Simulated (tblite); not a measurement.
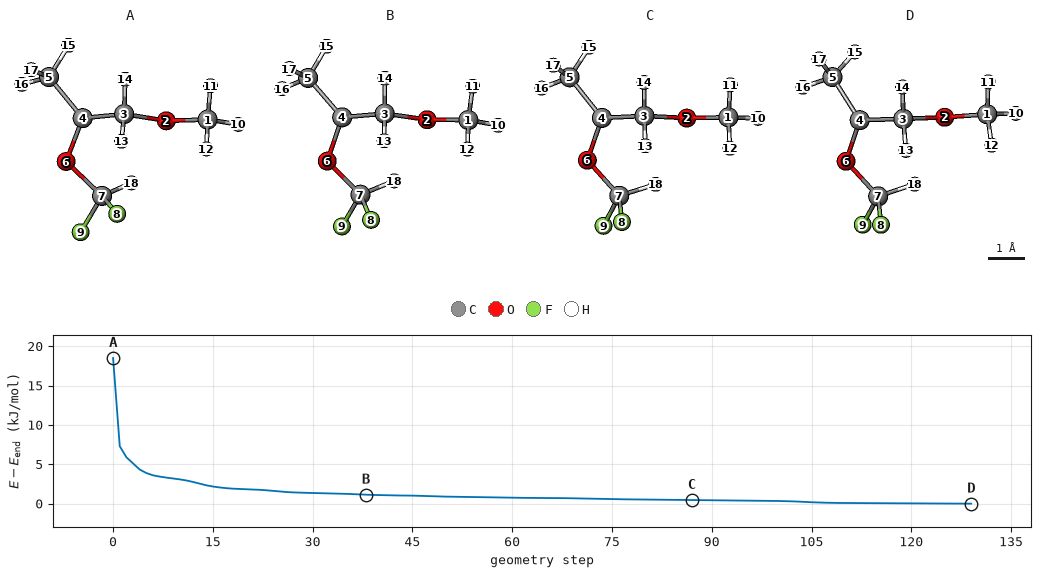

Frames of a relaxation of C5H9F2O2 (multiplicity 2), marked on the history of the run. Style: ball-and-stick. Shown at a tilt.

All numbers below come from GFN2-xTB geometry optimisation, gas phase in tblite. 

What happens along the run?

The energy falls by 18.5 kJ/mol in 129 geometry steps. The largest move after the best rigid fit is that of F8, 0.55 Å. Largest moves by element: F 0.55 Å, H 0.45 Å, C 0.21 Å, O 0.11 Å. Among the contacts that change: O6–C7 1.424 → 1.349 Å, C1–O2 1.428 → 1.405 Å, C3–C4 1.499 → 1.479 Å, C1–H11 1.083 → 1.096 Å. Among the angles between lasting bonds that change: F8–C7–H18 111.6° → 107.4°, C4–O6–C7 115.0° → 118.9°, C3–C4–C5 119.3° → 123.2°. From step 0 to 38: H18 moves most (0.26 Å), energy −17.4 kJ/mol. From step 38 to 87: F8 moves most (0.27 Å), energy −0.67 kJ/mol. From step 87 to 129: H atoms move most (0.25 Å), energy −0.46 kJ/mol.

| step | E − E(0), kJ/mol |
| --- | --- |
| 0 | 0.00 |
| 1 | -11.20 |
| 2 | -12.60 |
| 3 | -13.38 |
| 4 | -14.17 |
| 5 | -14.61 |
| 6 | -14.90 |
| 7 | -15.06 |
| 8 | -15.19 |
| 9 | -15.29 |
| 10 | -15.41 |
| 16 | -16.44 |
| 23 | -16.80 |
| 29 | -17.12 |
| 35 | -17.25 |
| 41 | -17.43 |
| 48 | -17.56 |
| 54 | -17.66 |
| 60 | -17.75 |
| 66 | -17.78 |
| 73 | -17.90 |
| 79 | -17.97 |
| 85 | -18.02 |
| 91 | -18.08 |
| 98 | -18.12 |
| 104 | -18.28 |
| 110 | -18.42 |
| 116 | -18.44 |
| 123 | -18.48 |
| 129 | -18.50 |
